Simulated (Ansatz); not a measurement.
SnAu (NiAs type), energy against volume

SnAu (NiAs type)

```
SnAu
1.0
    4.33265     0.00000     0.00000
   -2.16633     3.75219     0.00000
    0.00000     0.00000     5.55623
Sn Au
2 2
Direct
  0.66667   0.33333   0.75000
  0.33333   0.66667   0.25000
  0.00000   0.00000   0.50000
  0.00000   0.00000   0.00000
```

This relaxed cell (volume V₀) is scaled evenly in all directions, its shape held. Symmetry pins the atoms to their sites.

These are PBEsol (plane waves to 420 eV, PAW, scalar-relativistic; Ansatz, a quantum-chemistry and plane-wave program) values and carry that method's errors. k mesh 12×12×9 (Γ-centred), Fermi-Dirac smearing 0.05 eV. Energies are smeared free energies. With the shape held, the modulus is that of even scaling; a crystal free to change shape is softer. SnAu was relaxed with its symmetry unable to fall. Spin-orbit coupling is left out, though Au is heavy. ΔE is measured from the relaxed starting cell.

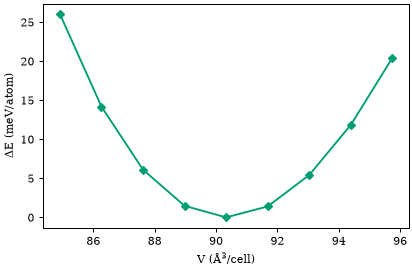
Fig. 1. ΔE (meV/atom) against V (Å³/cell); computed points joined by lines.

The pressure derivative B₀′ (fit) comes out as 5.1 and the energy cost of the largest expansion is 20 meV/atom. The pressure for 5 % compression (fit) is 5.3 GPa, the bulk modulus at fixed cell shape B₀ (third-order Birch-Murnaghan fit) comes out as 90.6 GPa and the equilibrium volume of the fit comes out as 22.58 Å³/atom.

P = (3B₀/2)(x⁷ − x⁵)[1 + ¾(B₀′ − 4)(x² − 1)] with x = (1/0.95)^(1/3), B₀ = 90.6 GPa and B₀′ = 5.13.

(Under strain, the slope of the energy per volume gives the stress and its curvature an elastic modulus.)
